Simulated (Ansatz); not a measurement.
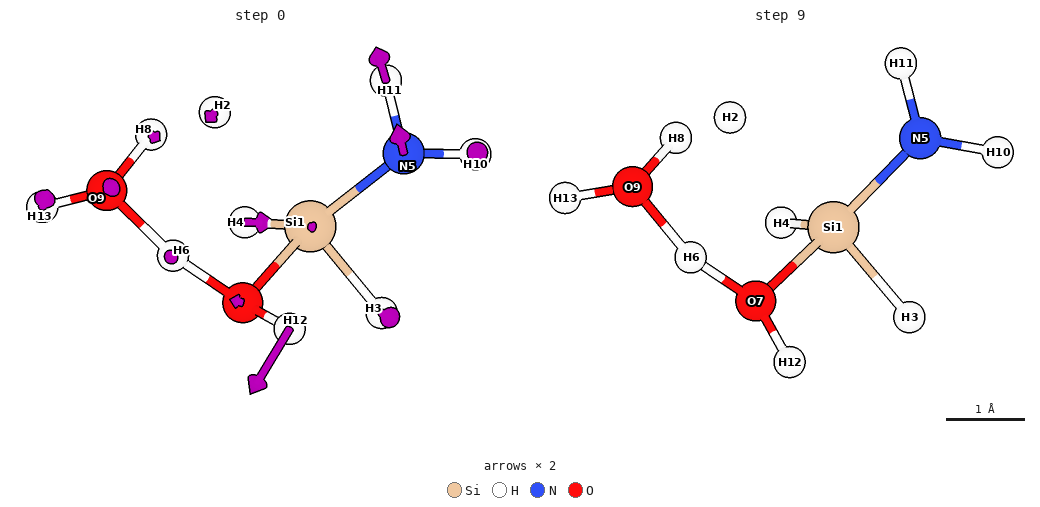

The structure of SiNH$_{9}$O$_{2}$ before (left) and after (right) a constrained relaxation, at one scale. The purple arrows give the displacements, magnified 2 times.

The picture is a ball-and-stick view, seen at a tilt.

The reaction that was planned forms Si1–O7, H6–O9, H2–H8 and breaks Si1–H2, H6–O7, H8–O9 (atoms numbered from 1 in input order).

Computed with RKS PBE0-D4/def2-SVP (Ansatz). (held fixed: the distance between atoms 1 (Si) and 7 (O), the distance between atoms 6 (H) and 9 (O), the distance between atoms 2 (H) and 8 (H), the distance between atoms 1 (Si) and 2 (H), the distance between atoms 6 (H) and 7 (O), the distance between atoms 8 (H) and 9 (O), counting from 1; force threshold 0.04 eV/Å; at most 150 steps)

> What changed between the two?

H12 moves most after the best rigid fit: 0.61 Å. Largest moves by element: H 0.61 Å, N 0.25 Å, O 0.17 Å, Si 0.06 Å. Among the contacts that change: Si1–H4 1.456 → 1.490 Å, Si1–H3 1.495 → 1.524 Å, Si1–N5 1.729 → 1.713 Å, O7–H12 0.957 → 0.964 Å. Bond angles that change, for instance: H4–Si1–N5 140.1° → 126.1°, N5–Si1–O7 108.9° → 119.8°, H6–O7–H12 110.1° → 119.6°. After 8 accepted moves (9 points after the start) the energy has fallen by 4.26 kcal/mol. The largest force component goes from 0.61 to 0.028 eV/Å. The line search rejected the trial step at point 4 of the run. The forces were under the threshold at step 7, but the run went on from there. The run took 8.5 s on 8 threads of Arm Neoverse V2, on a shared host.
